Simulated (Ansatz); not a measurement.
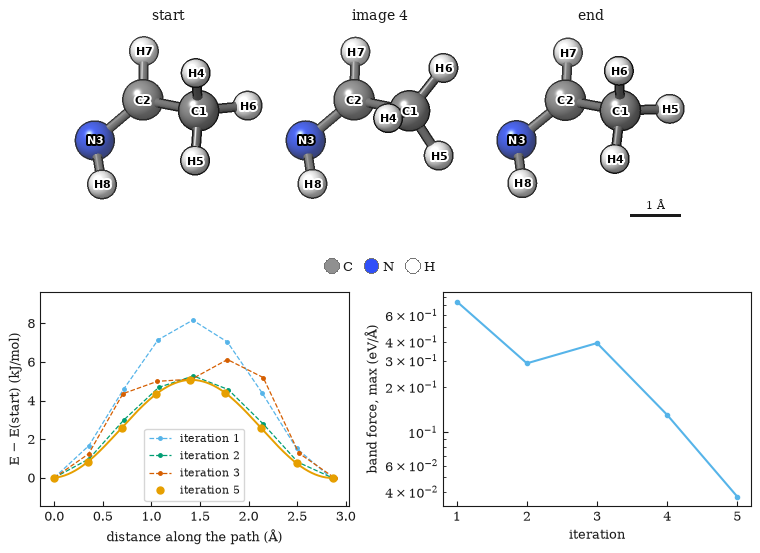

A nudged-elastic-band calculation for C2H5N. Images are numbered from 0 (start) to 8 (end). The plot follows the band through its iterations. A ball-and-stick model, seen from a free direction.

All numbers below come from RKS PBE0-D4/STO-3G (Ansatz 0.2.0).

Input file:
```yaml
crystal:
  periodic: [false, false, false]
  atoms:
    - { symbol: C, position_ang: [-0.4796, 0.603356, -0.322323] }
    - { symbol: C, position_ang: [0.6819, -0.168921, 0.300677] }
    - { symbol: "N", position_ang: [0.734034, -1.435099, 0.611638] }
    - { symbol: H, position_ang: [-0.179132, 1.025509, -1.292757] }
    - { symbol: H, position_ang: [-1.348383, -0.05077, -0.474556] }
    - { symbol: H, position_ang: [-0.773892, 1.440019, 0.328148] }
    - { symbol: H, position_ang: [1.586309, 0.430576, 0.508427] }
    - { symbol: H, position_ang: [-0.221226, -1.844669, 0.340746] }
basis:
  gaussian: { orbitals: STO-3G }
hamiltonian:
  xc: pbe0
  dispersion: d4
neb:
  order_check: false
  images: 7
  f_tol: 0.05
  max_iterations: 60
  initial_path: idpp
  final_atoms:
    - { symbol: C, position_ang: [-0.50385264, 0.60078524, -0.28845587] }
    - { symbol: C, position_ang: [0.52173293, -0.18477455, 0.52671179] }
    - { symbol: "N", position_ang: [0.91576311, -1.41687853, 0.3551753] }
    - { symbol: H, position_ang: [-0.91742601, -0.01627587, -1.09720992] }
    - { symbol: H, position_ang: [-1.32742001, 0.93763449, 0.35819177] }
    - { symbol: H, position_ang: [-0.03747048, 1.49522495, -0.72711334] }
    - { symbol: H, position_ang: [0.98102729, 0.37064892, 1.36410648] }
    - { symbol: H, position_ang: [0.36765581, -1.78636367, -0.49140621] }
```

Command:
```bash
ansatz run input.yaml --threads 1 --pin off --max-ram 2048MiB --backend cpu --events-out ev --progress --plain --runs-dir out
```

Did the band converge, and can the barrier be trusted?

The result is final at these settings. The band converged in 5 iterations. The largest component of the band force went from 0.74 to 0.037 eV/Å. The climbing image converged on the top of the path. Its vibrational analysis gives one imaginary mode (170i cm⁻¹), as a transition state must have. The first iteration put the highest image at 8.16 kJ/mol. The barrier is about 5.07 kJ/mol in both directions, with image 4 at the top; the ends have the same energy.

Limits of the set-up: STO-3G is a minimal basis, so the numbers are rough.
